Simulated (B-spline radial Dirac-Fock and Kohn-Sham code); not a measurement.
The ion Re⁵⁺ in the configuration [Xe] 4f14 5d2. Computed with a B-spline radial code: Thomson × f² and Klein–Nishina × S on Dirac–Fock densities, without anomalous dispersion.

A figure with this caption is to be made: «Coherent and incoherent photon scattering cross sections against photon energy, computed at the marked points and joined by straight lines.» What will it show?

Coherent scattering falls from 3200 b at 1.00 keV to 0.786 b at 1.00 MeV. Incoherent scattering is largest at 100 keV among the points computed (29.2 b), and it overtakes the coherent part between 100 keV and 200 keV.

The result:

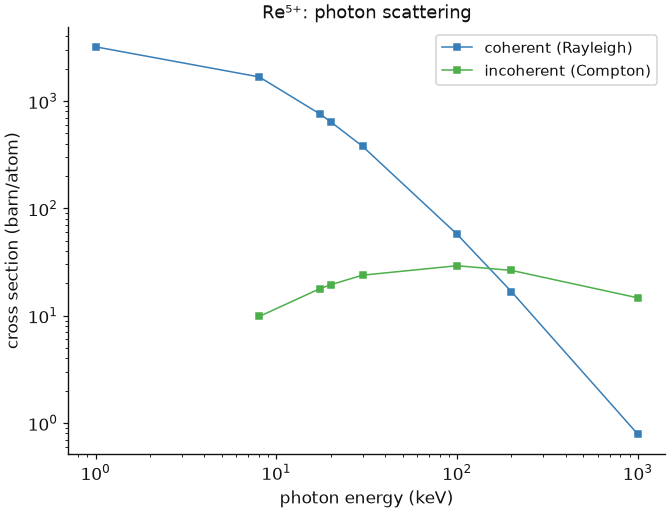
